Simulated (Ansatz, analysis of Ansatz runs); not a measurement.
# An added electron started on Ni in K3Ni2F7 (I4/mmm), part 2 of 2

Aim: the energy barrier that a trapped electron meets when it moves from one Ni atom to another one nearby in K3Ni2F7 (I4/mmm). The model is a cell of 48 host atoms.

Ansatz 0.2.0; plane-wave PAW DFT, PBEsol+U; relaxation of all atoms of a supercell at fixed charge in a uniform background; PAW set soft_1.

So far. Step 2 (The cell without the carrier): The largest displacement from an ideal site is 0.011 Å.

## 3. The electron on the first site

The nearest neighbour or neighbours of the site start displaced and the site's starting moment is changed by the carrier's spin, since a carrier doesn't trap itself in the undistorted lattice.

Input file A.relax/input.yaml:

```yaml
crystal:
  lattice:
    - [0.0, -8.03871387, 0.0]
    - [8.03871387, 0.0, 0.0]
    - [-2.00967847, 2.00967847, 10.47571861]
  atoms:
    - { symbol: K, position: [0.1587, 0.158062, 0.63188] }
    - { symbol: K, position: [0.342829, 0.342082, 0.36845] }
    - { symbol: K, position: [0.25065, 0.24989, 0.00017] }
    - { symbol: Ni, position: [0.048873, 0.048223, 0.192841], spin: 2.0 }
    - { symbol: Ni, position: [0.45258, 0.451873, 0.807483], spin: -1.0 }
    - { symbol: F, position: [0.000222, 0.000215, 8.5e-05] }
    - { symbol: F, position: [0.453196, 0.187726, 0.810862] }
    - { symbol: F, position: [0.188512, 0.45281, 0.810748] }
    - { symbol: F, position: [0.04708, 0.297467, 0.189987] }
    - { symbol: F, position: [0.298014, 0.048343, 0.189492] }
    - { symbol: F, position: [0.096665, 0.095671, 0.382918] }
    - { symbol: F, position: [0.401911, 0.400929, 0.605912] }
    - { symbol: K, position: [0.158609, 0.658008, 0.631938] }
    - { symbol: K, position: [0.342669, 0.841972, 0.368429] }
    - { symbol: K, position: [0.250727, 0.750164, 0.000214] }
    - { symbol: Ni, position: [0.048889, 0.548179, 0.192885], spin: 2.0 }
    - { symbol: Ni, position: [0.452568, 0.951851, 0.807385], spin: -2.0 }
    - { symbol: F, position: [0.000462, 0.499891, 0.000182] }
    - { symbol: F, position: [0.453453, 0.71734, 0.80984] }
    - { symbol: F, position: [0.203436, 0.952434, 0.810754] }
    - { symbol: F, position: [0.04912, 0.797423, 0.189887] }
    - { symbol: F, position: [0.298091, 0.546362, 0.189803] }
    - { symbol: F, position: [0.096674, 0.595698, 0.382949] }
    - { symbol: F, position: [0.40469, 0.904725, 0.617326] }
    - { symbol: K, position: [0.658713, 0.158131, 0.631777] }
    - { symbol: K, position: [0.842641, 0.342155, 0.368497] }
    - { symbol: K, position: [0.750746, 0.249891, -1.5e-05] }
    - { symbol: Ni, position: [0.548899, 0.048187, 0.192845], spin: 2.0 }
    - { symbol: Ni, position: [0.952683, 0.451888, 0.80748], spin: -2.0 }
    - { symbol: F, position: [0.501394, -0.000782, 0.00012] }
    - { symbol: F, position: [0.953516, 0.202492, 0.810065] }
    - { symbol: F, position: [0.718226, 0.452159, 0.810113] }
    - { symbol: F, position: [0.548927, 0.297291, 0.189287] }
    - { symbol: F, position: [0.798261, 0.04656, 0.190392] }
    - { symbol: F, position: [0.59606, 0.09635, 0.382926] }
    - { symbol: F, position: [0.905564, 0.404498, 0.617402] }
    - { symbol: K, position: [0.65867, 0.657843, 0.631785] }
    - { symbol: K, position: [0.842857, 0.842015, 0.368497] }
    - { symbol: K, position: [0.750848, 0.750136, 0.000206] }
    - { symbol: Ni, position: [0.548861, 0.548158, 0.192881], spin: 2.0 }
    - { symbol: Ni, position: [0.952565, 0.951864, 0.807377], spin: -2.0 }
    - { symbol: F, position: [0.503865, 0.503623, 0.011665] }
    - { symbol: F, position: [0.953237, 0.702606, 0.810454] }
    - { symbol: F, position: [0.703184, 0.952579, 0.809763] }
    - { symbol: F, position: [0.547295, 0.797606, 0.190614] }
    - { symbol: F, position: [0.798231, 0.5486, 0.190285] }
    - { symbol: F, position: [0.596129, 0.595146, 0.382996] }
    - { symbol: F, position: [0.90528, 0.904175, 0.617289] }
total_charge: -1
basis:
  ecutwfc: 420
  xc_grid: 2
hamiltonian:
  xc: pbesol
  hubbard:
    sites: [{ species: Ni, l: d, u_eff: 4.5 }]
    projectors: ortho-atomic
  pseudopotentials: { kind: paw, azcp: { folder: soft_1 }, xc_functional: pbe }
kpoints:
  mp_grid: { grid: [1, 1, 1] }
magnetization:
  spin_polarized: true
  initial_magnetization: 1
  spin_locking: { lock_magnetization: hard }
scf:
  occupations: { method: fermi_dirac, width: 0.01 }
  max_iter: 120
  lower_state_search: "off"
output:
  forces: true
relax:
  f_tol: 0.015
  max_steps: 70
  escape_saddle: false
checkpoint:
  write: "../A.relax.run"
  compress: false
  write_wavefunctions: true
  write_every: 100000
```

Launch:

```bash
$ ansatz run input.yaml --threads 4 --pin off --max-ram 9420MiB --backend cpu --events-out ev --progress --plain --runs-dir out
```

Numbers of over 12 decimals in the logs are rounded to 6 here.

What it wrote:

```text
[...]
Crystal: 48 atoms, lattice volume = 676.951 Å³
Basis set: ecut = 420 eV, 13217 PW (Γ), exchange–correlation on 108×108×150 points (8 copies of the dense FFT grid, shifted against one another)
Bands: 273, of which v1, the nominal top of the filled ones, is band 225 counted from 1 (224 counted from 0)
Symmetry: 1 space group operations
[...]
k-points: 1
[...]
Starting moments: Σ|m| = 15 μB on 8 of 48 sites
[...]
SCF iter   1: F=—  HF=-87223.127198 eV  |F-HF|=—  |Δ(HF+E_count)|=         —  Δρ=2.39e-1 (↑2.26e-1 ↓2.39e-1)  dr2=1.05e3  dr2_m=5.44e1  M=1.000 μB ∫|m|=3.426 μB  β_m=0.30  ethr=3.10e-3  ⟨swp⟩=6.0  Hψ=2017  notcnv=0  defer=53
[...]
SCF iter  74: F=-87060.841279 eV  HF=-87060.841281 eV  |F-HF|=1.55e-6  |Δ(HF+E_count)|=   2.63e-6  Δρ=1.69e-5 (↑1.69e-5 ↓7.41e-6)  dr2=2.31e-6  dr2_m=2.87e-7  M=1.000 μB ∫|m|=14.977 μB  ethr=1.25e-9  ⟨swp⟩=2.0  Hψ=1903  notcnv=0
SCF 1 converged in 74 iterations: F = -87060.841279 eV  dr2 = 2.31e-6
[...]
relax step   1: F+E_penalty+E_count = -87060.84127919 eV  Δ(F+E_penalty+E_count) = +0.000e0 eV  max|allowed force component| = 1.090e0 eV/Å  Δτ_max = 0.0000 Å  (74 SCF iters, dr2 threshold 5.63e-6 eV, accepted)
[...]
relax step   2: F+E_penalty+E_count = -87061.00021805 eV  Δ(F+E_penalty+E_count) = -1.589e-1 eV  max|allowed force component| = 7.377e-1 eV/Å  Δτ_max = 0.1665 Å  (12 SCF iters, dr2 threshold 7.43e-5 eV, accepted)
relax step   3: F+E_penalty+E_count = -87061.18323082 eV  Δ(F+E_penalty+E_count) = -1.830e-1 eV  max|allowed force component| = 4.888e-1 eV/Å  Δτ_max = 0.0784 Å  (12 SCF iters, dr2 threshold 3.40e-5 eV, accepted)
relax step   4: F+E_penalty+E_count = -87061.09217883 eV  Δ(F+E_penalty+E_count) = +9.105e-2 eV  max|allowed force component| = 4.478e-1 eV/Å  Δτ_max = 0.1238 Å  (12 SCF iters, dr2 threshold 1.00e-4 eV, rejected (line search))
relax step   5: F+E_penalty+E_count = -87061.28019385 eV  Δ(F+E_penalty+E_count) = -9.696e-2 eV  max|allowed force component| = 8.944e-2 eV/Å  Δτ_max = 0.0599 Å  (19 SCF iters, accepted)
relax step   6: F+E_penalty+E_count = -87061.27991224 eV  Δ(F+E_penalty+E_count) = +2.816e-4 eV  max|allowed force component| = 1.516e-1 eV/Å  Δτ_max = 0.0640 Å  (18 SCF iters, dr2 threshold 5.00e-7 eV, rejected (line search))
relax step   7: F+E_penalty+E_count = -87061.29233297 eV  Δ(F+E_penalty+E_count) = -1.214e-2 eV  max|allowed force component| = 3.212e-2 eV/Å  Δτ_max = 0.0312 Å  (17 SCF iters, accepted)
relax step   8: F+E_penalty+E_count = -87061.29254621 eV  Δ(F+E_penalty+E_count) = -2.132e-4 eV  max|allowed force component| = 3.377e-2 eV/Å  Δτ_max = 0.0079 Å  (12 SCF iters, accepted)
SCF iter   1: F=—  HF=-87061.291666 eV  |F-HF|=—  |Δ(HF+E_count)|=         —  Δρ=3.04e-4 (↑3.04e-4 ↓1.52e-4)  dr2=8.70e-4  dr2_m=1.24e-4  M=1.000 μB ∫|m|=15.008 μB  β_m=0.30  ethr=7.88e-6  ⟨swp⟩=4.0  Hψ=972  notcnv=0  defer=80
[...]
SCF iter  12: F=-87061.292805 eV  HF=-87061.292805 eV  |F-HF|=7.97e-8  |Δ(HF+E_count)|=   1.10e-7  Δρ=3.52e-6 (↑3.52e-6 ↓6.49e-7)  dr2=9.99e-8  dr2_m=1.76e-8  M=1.000 μB ∫|m|=15.008 μB  ethr=2.23e-11  ⟨swp⟩=3.0  Hψ=1452  notcnv=0
SCF 9 converged in 12 iterations: F = -87061.292805 eV  dr2 = 9.99e-8
relax step   9: F+E_penalty+E_count = -87061.29280457 eV  Δ(F+E_penalty+E_count) = -2.584e-4 eV  max|allowed force component| = 3.577e-3 eV/Å  Δτ_max = 0.0033 Å  (12 SCF iters, accepted)
NSCF: frozen V_eff on 1 k-points
[...]
SCF converged after 12 iterations
[...]
Magnetization: 1.0000 μB (225.0000 up, 224.0000 down)
Absolute magnetization: 14.9712 μB (∫|ρ↑−ρ↓|, with the PAW one-centre terms)
[...]
Per-site moments (μB) at R_I (Å): [(0.000972911, 1.088547), (-0.000919473, 1.047372), (-1.0179545697308825e-5, 1.147340), [... 45 left out ...]
Free energy (F): -87061.292805 eV
[...]
Internal energy: -87061.292805 eV  (E = F + TS)
E sigma→0 (E₀):  -87061.292805 eV
Fermi energy:    7.606078 (↑ 7.974453, ↓ 6.578351) eV
[...]
--- Forces (eV/Å), atoms counted from 1 ---
  atom   1  K      0.00031041    -0.00018812    -0.00027526
  atom   2  K     -0.00029049     0.00037989    -0.00018400
  [... 2 atoms left out ...]
  atom   5  Ni    -0.00030058     0.00008697    -0.00357799
  [... 7 atoms left out ...]
  atom  13  K     -0.00023654    -0.00037637    -0.00023797
  [... 1 atom left out ...]
  atom  15  K     -0.00087985    -0.00083631     0.00154334
  [... 1 atom left out ...]
  atom  17  Ni     0.00025326     0.00027243    -0.00152259
  [... 1 atom left out ...]
  atom  19  F     -0.00136810     0.00000393     0.00152363
  atom  20  F      0.00011402     0.00029731    -0.00161652
  [... 3 atoms left out ...]
  atom  24  F      0.00003577    -0.00006927    -0.00195101
  [... 5 atoms left out ...]
  atom  30  F      0.00048761     0.00056388     0.00225339
  [... 6 atoms left out ...]
  atom  37  K     -0.00029921     0.00038682    -0.00082067
  [... 6 atoms left out ...]
  atom  44  F     -0.00022829    -0.00027646     0.00016779
  [... 4 atoms left out ...]
  max |Σ_I F_I| component: 3.96e-5 eV/Å
--- Band table (eV) ---
[...]
Occupation matrices written to <dir>
--- Relaxed structure (9 steps of the walk, 7 accepted, 0 SCFs on fresh bases) ---
  F+E_penalty+E_count = -87061.29280457 eV   max|allowed force component| = 3.577e-3 eV/Å
  atoms:
    - { symbol: K, position: [0.159765, 0.159005, 0.635978] }
    - { symbol: K, position: [0.342858, 0.342116, 0.368772] }
    [... 2 atoms left out ...]
    - { symbol: Ni, position: [0.452161, 0.451441, 0.805742] }
    [... 7 atoms left out ...]
    - { symbol: K, position: [0.159718, 0.658974, 0.635946] }
    [... 1 atom left out ...]
    - { symbol: K, position: [0.249118, 0.748464, -0.006191] }
    [... 1 atom left out ...]
    - { symbol: Ni, position: [0.452161, 0.951432, 0.805732] }
    [... 1 atom left out ...]
    - { symbol: F, position: [0.453229, 0.702497, 0.809878] }
    - { symbol: F, position: [0.203313, 0.952510, 0.810323] }
    [... 3 atoms left out ...]
    - { symbol: F, position: [0.403488, 0.903062, 0.611191] }
    [... 5 atoms left out ...]
    - { symbol: F, position: [0.501950, 0.000659, 0.003833] }
    [... 6 atoms left out ...]
    - { symbol: K, position: [0.659704, 0.658958, 0.635923] }
    [... 6 atoms left out ...]
    - { symbol: F, position: [0.703211, 0.952514, 0.809894] }
    [... 4 atoms left out ...]
```

The job ended after 1.7 min (4 threads of AMD EPYC 9B14 (Zen 4), shared host; peak memory 1.4 GiB; 6.4 min of CPU time).

The steps of the relaxation:

```tsv
step	energy less that of the first step (eV)	largest force component (eV/Å)
1	0.0000	1.0902
2	-0.1589	0.7377
3	-0.3420	0.4888
4	-0.2509	0.4478
5	-0.4389	0.0894
6	-0.4386	0.1516
7	-0.4511	0.0321
8	-0.4513	0.0338
9	-0.4515	0.0036
```

Relaxation steps 4, 6 were tried and not accepted.

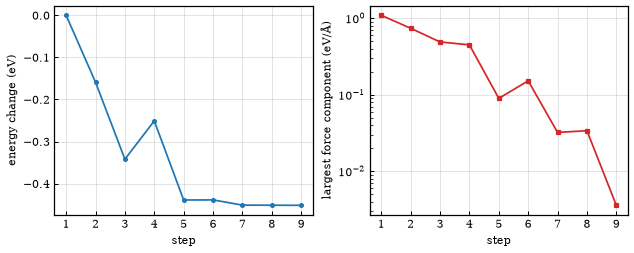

Energy and largest force along the relaxation.

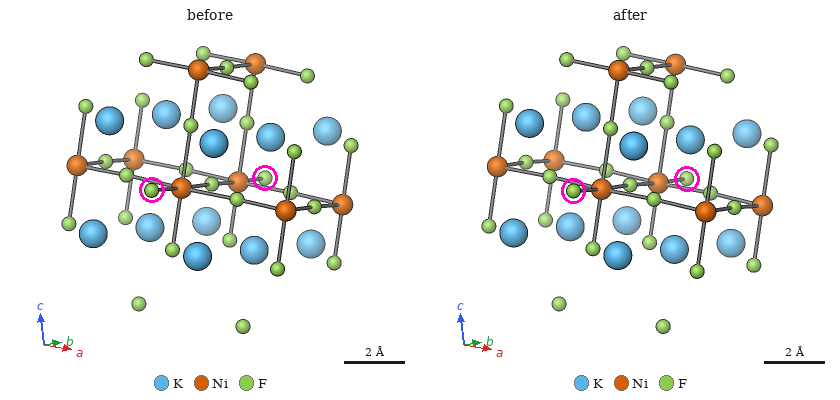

Before and after: the atoms that start within 5 Å of the centre. F7, which moves most, is ringed if it is among them.

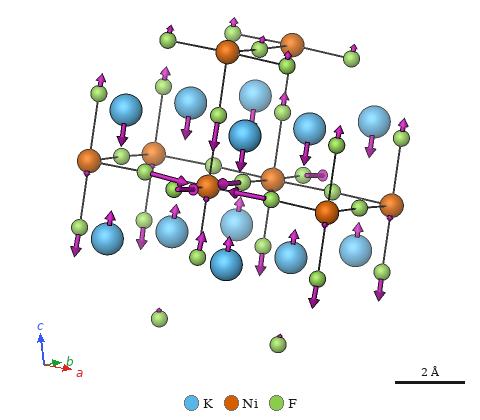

Displacements in the relaxation near the centre, exaggerated; the longest in the cell stands for 0.12 Å.

The atoms that moved most (Å):

```tsv
atom	dx	dy	dz	length
F7	0.120	-0.001	-0.006	0.121
F32	0.002	0.120	-0.002	0.120
F8	-0.001	-0.120	-0.005	0.120
F19	-0.119	0.002	0.000	0.119
F42	-0.004	0.000	-0.082	0.082
K39	-0.001	0.001	-0.067	0.067
K15	-0.001	0.000	-0.067	0.067
K3	0.001	0.000	-0.066	0.066
```

The moves above count from the input, in which the site's nearest neighbours were already displaced; the distances below compare with the cell without the carrier.

Distances from Ni5 without and with the electron:

```tsv
atom	without (Å)	with (Å)
F12	1.99	2.04
F19	2.01	2.01
F8	2.01	2.01
F32	2.01	2.01
F7	2.01	2.01
F42	2.02	2.08
```

The largest changes of the moments are 0.21 μB on Ni5, 0.21 μB on Ni41 and 0.21 μB on Ni17. The carrier did not stay on the chosen site.

## 4. Summary of results

```json
{"carrier trapped on the chosen site": "no", "size of the moment change on that site": "0.21 μB"}
```

**Reading.** With PBEsol+U (4.5 eV) (Ni d 4.5 eV) the electron does not stay on the chosen Ni atom: it is spread over 5.6 atoms in effect, so no hop between such sites was computed. The magnetic order was assumed and need not be the ground state; parallel spins on neighbours help a carrier to spread. The search for lower electronic states was switched off. Another U, a hybrid or another start may give another answer. Limits: sampling at the zone centre alone can move energies of charged and open-shell states by tenths of an eV or more in cells of this size; the images are only 8.0 Å apart; gap and trapping depend on the U chosen (Ni d 4.5 eV).

[Logs are printed without paths, hosts, clocks, repeated set-up lines and the standing remarks that a program may print on its own settings, such as how far it seeks lower states.]

[Hosts, paths, dates, database ids (printed as entryN), source tags and the programs' standing remarks are cut or masked in the printed files.]
